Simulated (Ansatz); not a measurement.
**AlGeH₃O: single points off equilibrium**

A test off equilibrium: a structure displaced at random from a GFN2-xTB minimum is computed at several levels, and each is set against CCSD(T).

Method: single points in def2-TZVPP; program: Ansatz 0.2.0, Gaussian basis.

Correlated methods freeze the cores. Filled d shells of the heavier atoms are correlated. B3LYP uses VWN-RPA correlation.

### 1 Starting geometry

6 atoms, charge 0, spin multiplicity 1.

Atoms are counted from 1 here; the program's logs count them from 0.

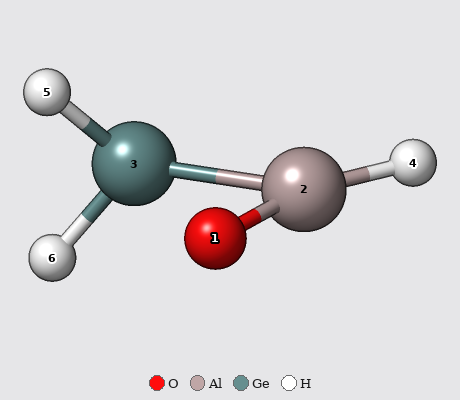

Start geometry, drawn with oxygen red, aluminium light grey, germanium teal, hydrogen white; atoms are numbered from 1 in the order of the file.

Coordinates:

```mol
AlGeH3O
  3D, bonds by distance, orders not assigned

  6  5  0  0  0  0  0  0  0  0999 V2000
    1.1272   -0.5751    0.6604 O   0  0
    0.0528   -1.3720   -0.1554 Al  0  0
   -0.4461    0.9098   -0.1324 Ge  0  0
   -0.6090   -2.5544   -0.7292 H   0  0
    0.5437    1.9688   -0.8071 H   0  0
   -0.6745    1.7751    1.1930 H   0  0
  1  2  8  0
  2  3  8  0
  2  4  8  0
  3  5  8  0
  3  6  8  0
M  END
```

### 2 CCSD(T)/def2-TZVPP

File run/in.yaml:

```yaml
crystal:
  periodic: [false, false, false]
  atoms:
    - {symbol: O, position_ang: [1.127200, -0.575100, 0.660400]}
    - {symbol: Al, position_ang: [0.052800, -1.372000, -0.155400]}
    - {symbol: Ge, position_ang: [-0.446100, 0.909800, -0.132400]}
    - {symbol: H, position_ang: [-0.609000, -2.554400, -0.729200]}
    - {symbol: H, position_ang: [0.543700, 1.968800, -0.807100]}
    - {symbol: H, position_ang: [-0.674500, 1.775100, 1.193000]}
basis:
  gaussian: {orbitals: def2-TZVPP}
correlation: {method: ccsd_t}
output: {forces: true}
```

The command line of these runs was not kept.

Standard output, cut to the lines that bear on the results:

```text
Functional definition: HF
  name "HF"
  cite "Fock, Z. Phys. 61, 126 (1930) doi:10.1007/BF01340294"
  parent pbe
[...]
998 factors; integrals over basis functions are off by at most 8.7e-4 eV
[...]
mean field -65141.22276611 eV, -2393.8957823480 hartree, gradient 1.8e-6 eV, S^2 0.000000; 2 other end points of the search recorded, 0 dependent functions left out
15 core orbitals not correlated: weight in the atoms' cores, before any rotation towards them, 1.000 or more for the frozen orbitals, at most 0.000 for the correlated occupied ones
reference -65141.22276611 eV, -2393.8957823480 hartree; 13, 13 occupied and 135, 135 virtual orbitals, 998 factors
second order -15.66000891 eV of doubles, -0.00000000 eV of singles
cycle   1  -15.26314644 eV  change    4.0e-1 eV  update   1.4e-1
[...]
cycle  14  -16.00499571 eV  change   -4.2e-6 eV  update   2.2e-6
perturbative correction -0.69953813 eV, -0.0257075520 hartree
[...]
working
Total energy: -65157.92729995 eV, -2394.5096626438 hartree
Atom 0 at     1.127200    -0.575100     0.660400 Å, force     1.923256     2.839602     1.634701 eV/Å
Atom 1 at     0.052800    -1.372000    -0.155400 Å, force    -2.318077    -1.665621    -1.672497 eV/Å
Atom 2 at    -0.446100     0.909800    -0.132400 Å, force     1.672701     1.565095     1.178584 eV/Å
Atom 3 at    -0.609000    -2.554400    -0.729200 Å, force    -0.509952    -1.530051    -0.554614 eV/Å
Atom 4 at     0.543700     1.968800    -0.807100 Å, force    -0.540328    -0.600053    -0.013451 eV/Å
Atom 5 at    -0.674500     1.775100     1.193000 Å, force    -0.227600    -0.608972    -0.572725 eV/Å
Dipole moment:    -0.442953    -0.276494    -0.327427 e Å
```

It took 1.9 min on 4 threads, shared host; peak memory 2.2 GiB.

### 3 PBE0-D4/def2-TZVPP

Changes to run/in.yaml since step 2:

```diff
@@ -11,3 +11,3 @@
   gaussian: {orbitals: def2-TZVPP}
-correlation: {method: ccsd_t}
-output: {forces: true}
+hamiltonian: {xc: pbe0, dispersion: d4}
+output: {forces: true, orbitals: {seedname: orbitals}}
```

The log in run was not kept; the run's report gives a total energy of -65198.964256 eV.

Wall time 2.5 s (4 threads, shared host); peak memory 0.36 GiB.

### 4 wB97M-V/def2-TZVPP

Changes to run/in.yaml since step 3:

```diff
@@ -11,3 +11,3 @@
   gaussian: {orbitals: def2-TZVPP}
-hamiltonian: {xc: pbe0, dispersion: d4}
-output: {forces: true, orbitals: {seedname: orbitals}}
+hamiltonian: {xc: {name: wB97M-V}}
+output: {forces: true}
```

The log in run was not kept; the run's report gives a total energy of -65207.065804 eV.

It took 6.5 s on 4 threads, shared host; peak memory 0.46 GiB.

### 5 r2SCAN-D4/def2-TZVPP

Changes to run/in.yaml since step 4:

```diff
@@ -11,3 +11,3 @@
   gaussian: {orbitals: def2-TZVPP}
-hamiltonian: {xc: {name: wB97M-V}}
+hamiltonian: {xc: r2scan, dispersion: d4}
 output: {forces: true}
```

The log in run was not kept; the run's report gives a total energy of -65209.537724 eV.

Wall time 2.8 s (4 threads, shared host); peak memory 0.21 GiB.

### 6 PBE-D4/def2-TZVPP

Changes to run/in.yaml since step 5:

```diff
@@ -11,3 +11,3 @@
   gaussian: {orbitals: def2-TZVPP}
-hamiltonian: {xc: r2scan, dispersion: d4}
+hamiltonian: {xc: pbe, dispersion: d4}
 output: {forces: true}
```

The log in run was not kept; the run's report gives a total energy of -65197.150321 eV.

It took 1.4 s on 4 threads, shared host; peak memory 0.18 GiB.

### 7 B3LYP-D4/def2-TZVPP

Changes to run/in.yaml since step 6:

```diff
@@ -11,3 +11,3 @@
   gaussian: {orbitals: def2-TZVPP}
-hamiltonian: {xc: pbe, dispersion: d4}
+hamiltonian: {xc: {name: B3LYP}, dispersion: d4}
 output: {forces: true}
```

Standard output, cut to the lines that bear on the results:

```text
Functional definition: B3LYP
  name "B3LYP"
  cite "Stephens, Devlin, Chabalowski & Frisch, J. Phys. Chem. 98, 11623 (1994) doi:10.1021/j100096a001"
  cite "Becke, Phys. Rev. A 38, 3098 (1988) doi:10.1103/PhysRevA.38.3098"
  cite "Lee, Yang & Parr, Phys. Rev. B 37, 785 (1988) doi:10.1103/PhysRevB.37.785"
  cite "Vosko, Wilk & Nusair, Can. J. Phys. 58, 1200 (1980) doi:10.1139/p80-159"
[...]
1010 factors; their error is unknown
[...]
mean field -65213.47471466 eV, -2396.5509924831 hartree, gradient 4.0e-5 eV, S^2 0.000000; 0 other end points of the search recorded, 0 dependent functions left out
[...]
reference -65213.47496071 eV, -2396.5510015251 hartree; 28, 28 occupied and 135, 135 virtual orbitals, 1010 factors
Total energy: -65213.66117173 eV, -2396.5578446539 hartree
Atom 0 at     1.127200    -0.575100     0.660400 Å, force     1.705259     2.460074     1.437724 eV/Å
Atom 1 at     0.052800    -1.372000    -0.155400 Å, force    -1.965570    -1.479654    -1.418121 eV/Å
Atom 2 at    -0.446100     0.909800    -0.132400 Å, force     1.440978     1.482352     1.034261 eV/Å
Atom 3 at    -0.609000    -2.554400    -0.729200 Å, force    -0.499121    -1.465129    -0.538870 eV/Å
Atom 4 at     0.543700     1.968800    -0.807100 Å, force    -0.449348    -0.487270    -0.057004 eV/Å
Atom 5 at    -0.674500     1.775100     1.193000 Å, force    -0.232197    -0.510374    -0.457991 eV/Å
Dipole moment:    -0.474343    -0.282937    -0.347399 e Å
```

Run time: 1.9 s. Hardware: 4 threads, shared host; peak memory 0.35 GiB.

### 8 BLYP-D4/def2-TZVPP

Changes to run/in.yaml since step 7:

```diff
@@ -11,3 +11,3 @@
   gaussian: {orbitals: def2-TZVPP}
-hamiltonian: {xc: {name: B3LYP}, dispersion: d4}
+hamiltonian: {xc: {name: BLYP}, dispersion: d4}
 output: {forces: true}
```

The log in run was not kept; the run's report gives a total energy of -65213.256417 eV.

Wall time 1.4 s (4 threads, shared host); peak memory 0.19 GiB.

### 9 Side by side

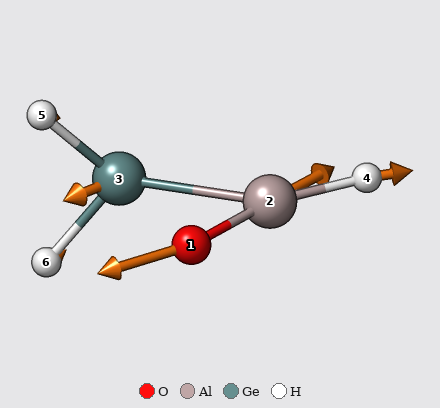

Forces at CCSD(T); the longest arrow is 3.80 eV/Å.

```tsv
method	RMS force component (eV/Å)	RMS error against CCSD(T) (eV/Å)	angle to CCSD(T) forces (°)	dipole (D)
CCSD(T)	1.421	reference	reference	2.96
PBE0-D4	1.246	0.210	5.0	3.02
wB97M-V	1.273	0.204	6.0	3.21
r2SCAN-D4	1.295	0.147	3.2	2.88
PBE-D4	1.386	0.213	8.6	2.80
B3LYP-D4	1.249	0.180	2.4	3.13
BLYP-D4	1.386	0.248	10.0	2.95
```

Energy less the free neutral atoms in their ground states at the same level (atoms from separate runs):

```tsv
method	rung	energy less atoms (kcal/mol)	from CCSD(T) (kcal/mol)
PBE-D4	GGA	-384.8	-13.9
BLYP-D4	GGA	-382.0	-11.1
r2SCAN-D4	meta-GGA	-385.3	-14.4
PBE0-D4	hybrid	-371.4	-0.5
B3LYP-D4	hybrid	-378.0	-7.1
wB97M-V	range-separated hybrid	-378.2	-7.3
Hartree-Fock	wavefunction	-241.8	+129.1
MP2	wavefunction	-377.4	-6.5
CCSD	wavefunction	-361.2	+9.7
CCSD(T)	wavefunction	-370.9	0
```

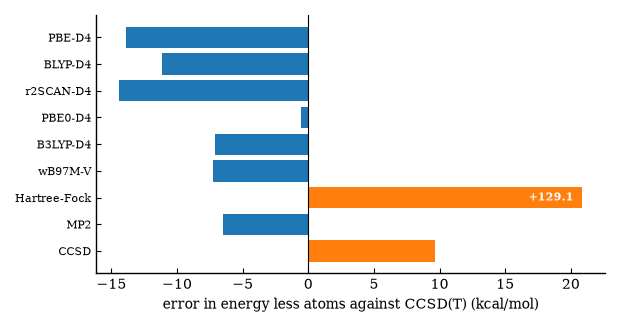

How far each level lands from CCSD(T). Bars with a number in them are cut short.

Cost and force error (times from a shared host):

```tsv
method	time	RMS force error (eV/Å)
CCSD(T)	1.9 min	0
PBE0-D4	2.5 s	0.210
wB97M-V	6.5 s	0.204
r2SCAN-D4	2.8 s	0.147
PBE-D4	1.4 s	0.213
B3LYP-D4	1.9 s	0.180
BLYP-D4	1.4 s	0.248
```

### 10 Results

| quantity | value |
| --- | --- |
| energy less free atoms, CCSD(T)/def2-TZVPP | -370.9 kcal/mol |
| RMS force component | 1.246 to 1.421 eV/Å over the methods |
| RMS force error | PBE0-D4 0.210, wB97M-V 0.204, r2SCAN-D4 0.147, PBE-D4 0.213, B3LYP-D4 0.180, BLYP-D4 0.248 eV/Å |
| HOMO and LUMO, PBE0-D4 | -7.19 and -2.00 eV |
| T1 diagnostic | 0.019 |

What this shows: Against CCSD(T) the functionals' energies less atoms differ by -14.4 to -0.5 kcal/mol, PBE-D4 by -13.9 kcal/mol. A larger basis would deepen the CCSD(T) value, while the functionals are nearly converged already, so the order here is not reliable. The forces of r2SCAN-D4 come nearest to CCSD(T), those of BLYP-D4 are farthest. Frozen-core CCSD(T) forces in triple zeta carry basis errors of their own, and this is one geometry, so small gaps rank nothing.
